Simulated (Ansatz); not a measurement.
Results of revPBE in Ansatz (plane waves, PAW) for hcp Ru.

Settings: plane-wave cutoff 520 eV, 24×24×14 k mesh (along the axes of the cell as run), Fermi–Dirac smearing 0.05 eV, no spin polarisation, scalar-relativistic PAW data made under PBE.

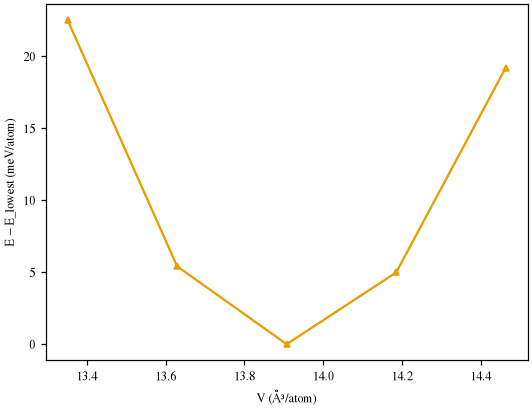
Fig. 1. Total energy against volume

Q: From the curve, estimate the equilibrium volume and the bulk modulus.

A: V0 ≈ 13.9 Å³/atom and B0 ≈ 300 GPa; the fit gives V0 = 13.908 Å³/atom, B0 = 299 GPa, B′ = 4.9.

Shape and atoms are relaxed at each volume.

Measured, for comparison: bulk modulus 318 GPa (zero-point energy and finite temperature contributions removed, our sources range from 318 to 336; as tabulated in doi:10.1021/acs.jctc.3c00612). Computed (rounded) less measured: bulk modulus -6 % (-6 % to -11 % over the range).

Note: the bulk modulus comes from volumes at which shape and atoms were relaxed.

Computed values are for the static lattice.

It cost about 6 core-minutes (a rough figure) of CPU time.

Ansatz is a first-principles code.
